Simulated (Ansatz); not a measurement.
# Tunnelling across a broken Li chain: predicting one gap

How it was computed: Ansatz 0.2.0, plane waves with PAW datasets at the program's default cutoffs, Fermi-Dirac smearing of 0.05 eV, chains in boxes 7.5 Å wide or more, moments seeded when the perfect chain is relaxed. PBE, no spin-orbit coupling; one bond is opened by s Å beyond its relaxed length, the other atoms of a straight cell of 13 kept, without spin, and the conductance taken at 300 K.

```
   run  G (G₀)  largest error term (%)    s     ln G
+1.8 Å  0.6218                       0  1.8  −0.4751
+2.5 Å  0.3551                       0  2.5   −1.035
+3.3 Å  0.1365                       1  3.3   −1.992
```

One run is withheld: run = +4.2 Å, with s = 4.2. Fit a straight line ln G = a + b × s to the 3 rows shown and predict it.

**Fit.** The means are 2.533 for s and −1.167 for ln G. The sum of products of deviations is −1.144 and the sum of squares in s is 1.127, so b = −1.144 / 1.127 = −1.015 and a = −1.167 − (−1.015) × 2.533 = 1.405. The residuals' standard deviation, with 1 degree of freedom, is σ = 0.12.

**Prediction.** ln G = 1.405 + (−1.015) × 4.2 = −2.86, that is 0.0573 G₀. The run gave 0.0375 G₀ (ln G = −3.282), so the prediction less the run is +0.42. The standard error of a prediction there, σ√(1 + 1/3 + (4.2 − 2.533)²/1.127), is 0.23, and the miss is 1.8 times that, for a point outside the fitted range. With so few rows σ is itself uncertain.

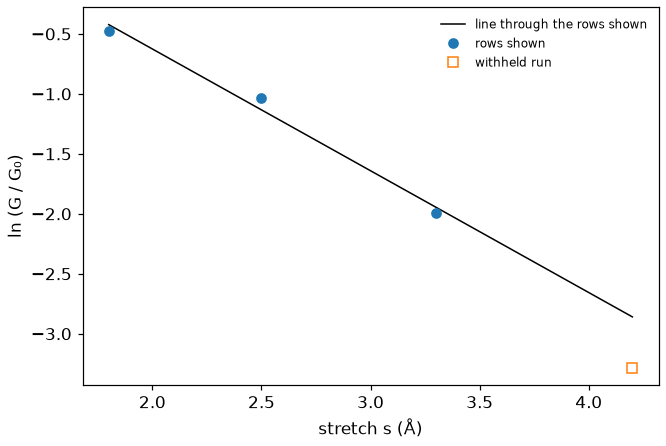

The fitted line, the rows shown and the withheld run.

**Limits.** Between neighbouring runs the slope of ln G lies between −1.43 and −0.80 per Å, so one exponential is an approximation; it is flattest at the narrowest gap, nearest to contact. Error terms (up to 1 %, withheld run included) bound how much a small miss can mean. Broken ends may want a moment where none was allowed. No image potential, spin-orbit coupling or relaxation; a bent or dimerised chain may be lower in energy. Series of this kind are told only where this holds: one magnetic state in all runs, error terms under 60 %, and the runs' own leads conduct as the perfect chain does. 36 of 42 did.

[Logs are printed without paths, hosts, clocks, repeated set-up lines and the standing remarks that a program may print on its own settings, such as how far it seeks lower states.]
